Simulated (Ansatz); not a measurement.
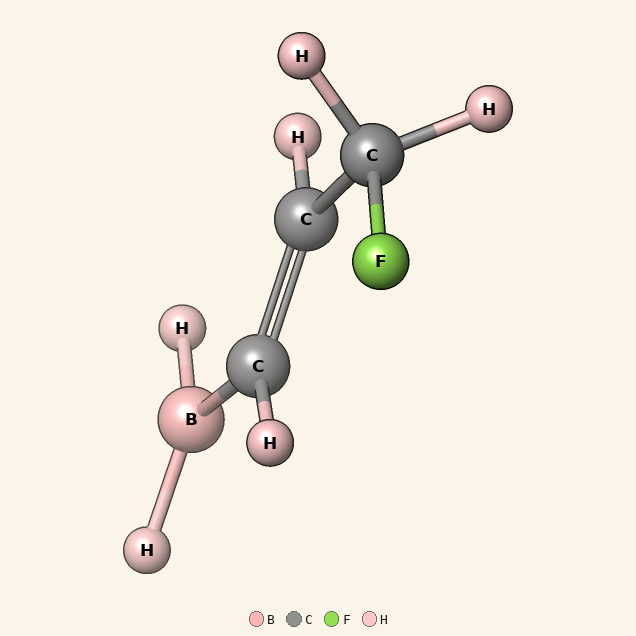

Atoms fade into the background with distance from the viewer. The computed structure is the end point of a PBE-D4/def2-SVP optimisation. No frequency run is at hand to confirm it as a minimum.

> List the symmetry elements and name the point group.

It has 1 mirror plane, so the point group is Cs. The group has 2 operations. The geometry is achiral, and symmetry allows a dipole moment.
